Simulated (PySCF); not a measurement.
**1-fluorobutane: electronic excitations and core binding energies**

What electronic excitations and core binding energies should 1-fluorobutane (`CCCCF`) show?

Computed with PySCF 2.14.0, with density-fitted response routines of our own, on a single molecule in the gas phase. Atoms are numbered from 0 throughout.

## Step 1: The molecule as given

14 atoms, charge 0, multiplicity 1; geometry from: GFN2-xTB.

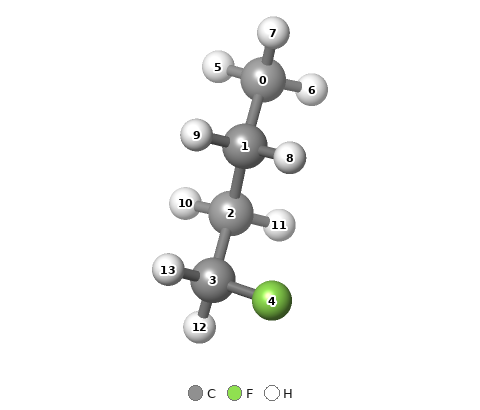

The starting geometry (carbon grey, fluorine green, hydrogen white), atoms numbered.

## Step 2: Excited states and response: CAM-B3LYP/def2-SVPD

What the job is given:

```
{"job": {"kind": "uv", "xc": "CAM-B3LYP", "basis": "def2-SVPD", "nstates": 8, "ntriplets": 3}, "charge": 0, "multiplicity": 1}
C     -1.947302    -0.041880    -0.092059
C     -0.548352    -0.218766     0.484413
C      0.530816     0.181362    -0.520670
C      1.931852     0.013692     0.047748
F      2.138386     0.886492     1.090716
H     -2.078601    -0.664706    -0.974716
H     -2.116409     0.994473    -0.376252
H     -2.699373    -0.322612     0.641241
H     -0.441324     0.394593     1.381148
H     -0.402347    -1.262444     0.773603
H      0.453853    -0.432588    -1.420092
H      0.392399     1.225789    -0.807106
H      2.699255     0.239171    -0.700241
H      2.086469    -0.993048     0.450101
```

With the program's defaults for keys left out, this is: TDDFT CAM-B3LYP/def2-SVPD, vertical, gas phase, core orbitals frozen in the response.

Output:

```text
coarse grid: 11016 points
cycle   1  E = -257.3010264854  dE =  3.835e-01  |g| = 4.760e-01  |ddm| = 4.635e+00
cycle   2  E = -257.2939270371  dE =  7.099e-03  |g| = 5.674e-01  |ddm| = 9.657e-01
cycle   3  E = -257.3463915933  dE = -5.246e-02  |g| = 4.788e-02  |ddm| = 4.506e-01
cycle   4  E = -257.3467294180  dE = -3.378e-04  |g| = 2.237e-02  |ddm| = 7.306e-02
cycle   5  E = -257.3468437777  dE = -1.144e-04  |g| = 3.767e-03  |ddm| = 3.092e-02
cycle   6  E = -257.3468472066  dE = -3.429e-06  |g| = 5.163e-04  |ddm| = 6.466e-03
final grid: 104784 points
cycle   7  E = -257.3919349626  dE = -3.422e-05  |g| = 4.153e-03  |ddm| = 6.505e-02
cycle   8  E = -257.3919348970  dE =  6.566e-08  |g| = 4.481e-03  |ddm| = 1.156e-02
cycle   9  E = -257.3919387909  dE = -3.894e-06  |g| = 4.683e-04  |ddm| = 4.089e-03
cycle  10  E = -257.3919388251  dE = -3.415e-08  |g| = 1.728e-04  |ddm| = 5.868e-04
cycle  11  E = -257.3919388314  dE = -6.308e-09  |g| = 2.119e-05  |ddm| = 2.618e-04
cycle  12  E = -257.3919388315  dE = -1.164e-10  |g| = 8.113e-06  |ddm| = 4.550e-05
converged SCF energy = -257.3919388315

Static polarisability (au): isotropic 51.605, principal 47.328 49.001 58.484

Singlet excitations
state   eV       nm        f      main configurations
  1   8.9001    139.3   0.00424   H->L 0.84
  2   9.1708    135.2   0.00587   H-1->L 0.56, H-1->L+1 0.18, H-2->L 0.09
  3   9.1923    134.9   0.01079   H-2->L 0.74
  4   9.3360    132.8   0.05084   H->L+1 0.62, H-3->L 0.10
  5   9.6093    129.0   0.02338   H-1->L+1 0.29, H-3->L 0.19, H->L+2 0.14
  6   9.6496    128.5   0.01877   H->L+2 0.57
  7   9.8326    126.1   0.01509   H-1->L+2 0.45, H-2->L+1 0.13, H-1->L+3 0.10
  8   9.8567    125.8   0.00318   H->L+3 0.48, H->L+2 0.17, H-2->L+1 0.11

Triplet excitations (Tamm-Dancoff, eV): 8.6819 8.8856 8.9186
```

Run time: 27 s. Hardware: 1 thread, shared host.

Frontier orbitals and where they lie:

| orbital | eV | atoms |
| --- | --- | --- |
| HOMO−3 | -11.46 | F4 20 %, C0 18 %, C1 16 % |
| HOMO−2 | -10.91 | C1 28 %, C0 15 %, C2 12 % |
| HOMO−1 | -10.80 | F4 24 %, C2 18 %, C3 18 % |
| HOMO | -10.52 | F4 18 %, C3 17 %, C2 17 % |
| LUMO | 1.43 | C0 16 %, C3 13 %, C2 13 % |
| LUMO+1 | 1.82 | C0 18 %, C3 17 %, H12 11 % |
| LUMO+2 | 2.13 | H9 14 %, H11 12 %, H10 10 % |

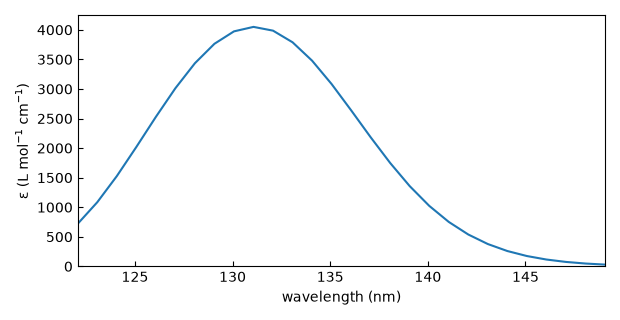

Absorption spectrum: each of the 8 states is a Gaussian band of 0.4 eV half-width at 1/e. Beyond the last state computed it falls off for lack of states.

Further results of this job:

| property | computed |
| --- | --- |
| dipole moment (D) | 1.85 |
| polarisability (Å³) | 7.65 |
| HOMO–LUMO gap (eV) | 11.95 |
| −ε(HOMO) (eV) | 10.52 |

## Step 3: Core holes by ΔSCF: SCAN, X2C

Same as in step 2 but for these lines:

```diff
@@ -1,2 +1,2 @@
-{"job": {"kind": "uv", "xc": "CAM-B3LYP", "basis": "def2-SVPD", "nstates": 8, "ntriplets": 3}, "charge": 0, "multiplicity": 1}
+{"job": {"kind": "xps"}, "charge": 0, "multiplicity": 1}
 C     -1.947302    -0.041880    -0.092059
```

Level: delta-SCF UKS SCAN, pcX-2 on the ionised atom, pcseg-1 elsewhere, spin-free X2C.

Output:

```text
ground state, core basis on atom 0 (C), 146 functions
  cycle   1  E = -257.61112118  |g| = 5.76e-01
  cycle   2  E = -257.54170866  |g| = 8.30e-01
  cycle   3  E = -257.68518032  |g| = 8.63e-02
  cycle   4  E = -257.68629402  |g| = 4.17e-02
  cycle   5  E = -257.68664655  |g| = 7.80e-03
  cycle   6  E = -257.68665881  |g| = 2.81e-03
  cycle   7  E = -257.68666045  |g| = 5.87e-04
  cycle   8  E = -257.68666203  |g| = 1.07e-04
  E(ground) = -257.69109361 Eh
hole in C 1s of atom 0
  cycle   1  E = -246.45557164  |g| = 1.50e+00
  cycle   2  E = -245.96689706  |g| = 1.70e+00
  cycle   3  E = -246.97556955  |g| = 2.97e-01
  cycle   4  E = -247.00681393  |g| = 7.86e-02
  cycle   5  E = -247.00898477  |g| = 3.73e-02
  cycle   6  E = -247.00955739  |g| = 1.28e-02
  cycle   7  E = -247.00960114  |g| = 6.66e-03
  cycle   8  E = -247.00961801  |g| = 1.16e-03
  cycle   9  E = -247.00961992  |g| = 6.77e-04
  cycle  10  E = -247.00961966  |g| = 3.21e-04
  E(ion) = -247.01321059 Eh   <S^2> = 0.7669   hole on atom = 1.000   binding energy = 290.560 eV
ground state, core basis on atom 1 (C), 146 functions
  cycle   1  E = -257.68762483  |g| = 5.92e-02
  cycle   2  E = -257.68756910  |g| = 2.58e-02
  cycle   3  E = -257.68763536  |g| = 2.00e-02
  cycle   4  E = -257.68773469  |g| = 1.15e-03
  cycle   5  E = -257.68773590  |g| = 3.33e-04
  E(ground) = -257.69212113 Eh
hole in C 1s of atom 1
  cycle   1  E = -246.44733069  |g| = 1.51e+00
  cycle   2  E = -245.79215665  |g| = 1.83e+00
  cycle   3  E = -246.96781425  |g| = 3.24e-01
  cycle   4  E = -247.00739932  |g| = 7.82e-02
  cycle   5  E = -247.00921628  |g| = 3.55e-02
  cycle   6  E = -247.00967052  |g| = 1.17e-02
  cycle   7  E = -247.00970597  |g| = 6.91e-03
  cycle   8  E = -247.00972765  |g| = 1.39e-03
  cycle   9  E = -247.00972973  |g| = 6.44e-04
  cycle  10  E = -247.00972981  |g| = 2.00e-04
  E(ion) = -247.01310488 Eh   <S^2> = 0.7686   hole on atom = 1.000   binding energy = 290.591 eV
ground state, core basis on atom 2 (C), 146 functions
  cycle   1  E = -257.68786042  |g| = 5.86e-02
  cycle   2  E = -257.68781525  |g| = 2.38e-02
  cycle   3  E = -257.68785824  |g| = 1.97e-02
  cycle   4  E = -257.68795214  |g| = 7.58e-04
  cycle   5  E = -257.68795060  |g| = 2.93e-04
  E(ground) = -257.69244446 Eh
hole in C 1s of atom 2
  cycle   1  E = -246.44229775  |g| = 1.51e+00
  cycle   2  E = -245.73449311  |g| = 1.87e+00
  cycle   3  E = -246.94972715  |g| = 3.78e-01
  cycle   4  E = -246.98524522  |g| = 2.39e-01
  cycle   5  E = -247.00266243  |g| = 5.34e-02
  cycle   6  E = -247.00355327  |g| = 1.23e-02
  cycle   7  E = -247.00362033  |g| = 5.63e-03
  cycle   8  E = -247.00363899  |g| = 1.42e-03
  cycle   9  E = -247.00364197  |g| = 8.15e-04
  cycle  10  E = -247.00364255  |g| = 3.82e-04
  E(ion) = -247.00691862 Eh   <S^2> = 0.7682   hole on atom = 1.000   binding energy = 290.768 eV
ground state, core basis on atom 3 (C), 146 functions
  cycle   1  E = -257.69116434  |g| = 5.81e-02
  cycle   2  E = -257.69113971  |g| = 2.07e-02
  cycle   3  E = -257.69114624  |g| = 2.04e-02
  cycle   4  E = -257.69123842  |g| = 2.89e-03
  cycle   5  E = -257.69123810  |g| = 5.60e-04
  cycle   6  E = -257.69123899  |g| = 4.73e-05
  E(ground) = -257.69505293 Eh
hole in C 1s of atom 3
  cycle   1  E = -246.37892543  |g| = 1.50e+00
  cycle   2  E = -243.23260588  |g| = 2.55e+00
  cycle   3  E = -246.60825638  |g| = 8.51e-01
  cycle   4  E = -246.85285059  |g| = 4.44e-01
  cycle   5  E = -246.91911208  |g| = 1.40e-01
  cycle   6  E = -246.92421478  |g| = 5.85e-02
  cycle   7  E = -246.92589650  |g| = 9.22e-03
  cycle   8  E = -246.92594619  |g| = 3.22e-03
  cycle   9  E = -246.92595278  |g| = 1.84e-03
  cycle  10  E = -246.92595506  |g| = 8.48e-04
  cycle  11  E = -246.92595622  |g| = 2.28e-04
  E(ion) = -246.93022461 Eh   <S^2> = 0.7714   hole on atom = 1.000   binding energy = 292.926 eV
ground state, core basis on atom 4 (F), 146 functions
  cycle   1  E = -257.73278766  |g| = 1.15e-01
  cycle   2  E = -257.73262321  |g| = 4.46e-02
  cycle   3  E = -257.73249766  |g| = 5.49e-02
  cycle   4  E = -257.73290696  |g| = 4.31e-03
  cycle   5  E = -257.73291102  |g| = 2.58e-04
  E(ground) = -257.73907000 Eh
hole in F 1s of atom 4
  cycle   1  E = -231.40228235  |g| = 2.58e+00
  cycle   2  E = -231.28619501  |g| = 2.16e+00
  cycle   3  E = -232.24477745  |g| = 3.55e-01
  cycle   4  E = -232.27144177  |g| = 1.78e-01
  cycle   5  E = -232.28731964  |g| = 3.46e-02
  cycle   6  E = -232.28785082  |g| = 8.62e-03
  cycle   7  E = -232.28788362  |g| = 2.95e-03
  cycle   8  E = -232.28788801  |g| = 9.05e-04
  cycle   9  E = -232.28788791  |g| = 2.45e-04
  E(ion) = -232.29999322 Eh   <S^2> = 0.7569   hole on atom = 1.000   binding energy = 692.233 eV
```

Run time: 38 s. Hardware: 1 thread, shared host.

The holes in one table. −ε is the ground-state orbital energy:

```csv
hole,stands for,environment,ΔSCF (eV),−ε (eV),⟨S²⟩
C1s on C0,C0,methyl carbon,290.56,273.3,0.767
C1s on C1,C1,sp3 CH2,290.59,273.5,0.769
C1s on C2,C2,sp3 CH2,290.77,273.7,0.768
C1s on C3,C3,sp3 CH2 bonded to F,292.93,275.5,0.771
F1s on F4,F4,fluorine on an sp3 carbon,692.23,666.1,0.757
```

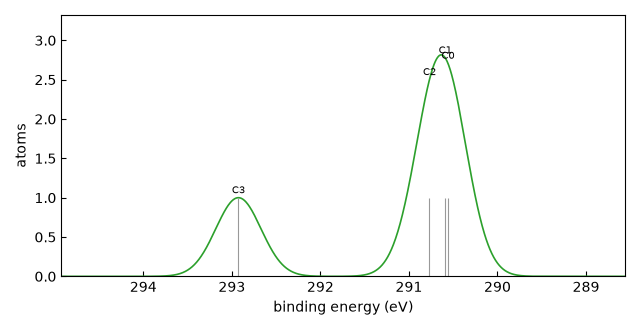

The C1s photoelectron lines, weighted by the number of atoms. Lines are broadened to a width of 0.60 eV (Gaussian).

## Step 4: Results

| quantity | value |
| --- | --- |
| lowest singlet (CAM-B3LYP/def2-SVPD) | 8.90 eV (139 nm), f = 0.004 |
| brightest single state of those computed | state 4, 9.34 eV, f = 0.051 |
| lowest triplet | 8.68 eV |
| C1s binding energies, SCAN/pcX-2 | C3 292.93, C2 290.77, C1 290.59, C0 290.56 eV |
| F1s binding energies, SCAN/pcX-2 | F4 692.23 eV |

What this shows: The first singlet state (HOMO→LUMO 0.84) lies at 8.90 eV and is weak; of the 8 states computed, the strongest absorption comes from state 4 at 9.34 eV. The lowest triplet lies 0.22 eV below the lowest singlet (triplets in Tamm-Dancoff, singlets in full TDDFT). C3 (sp3 CH2 bonded to F) binds its C1s electron 2.37 eV more tightly than C0 (methyl carbon).
